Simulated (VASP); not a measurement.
Band structure of BaSn$_{2}$ (space group P-3m1). Calculation: PBEsol GGA with spin-orbit coupling, VASP's PBE PAW potentials (set 64) (plane waves; VASP 6.6.1).

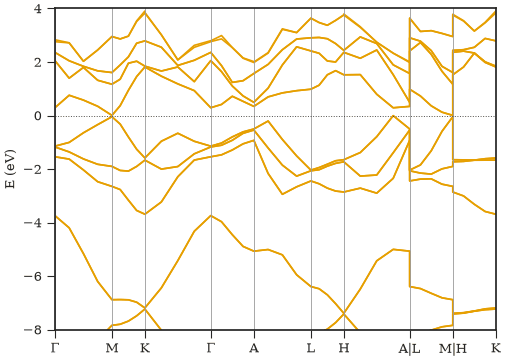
Fig. 1. Bands along high-symmetry lines, zero at the valence-band maximum or, without a gap, the Fermi level

Task: Read the plot: is there a gap, and where are the band edges?

Result: It has no gap at this level: it comes out as a metal or semimetal.

The structure comes from a computed database's BaSn2 entry (P-3m1); how it stands against other phases isn't given here. It was relaxed first. The k-mesh is coarse (spacing up to 0.31 per Å, 2π included), so the numbers may not be converged in it.
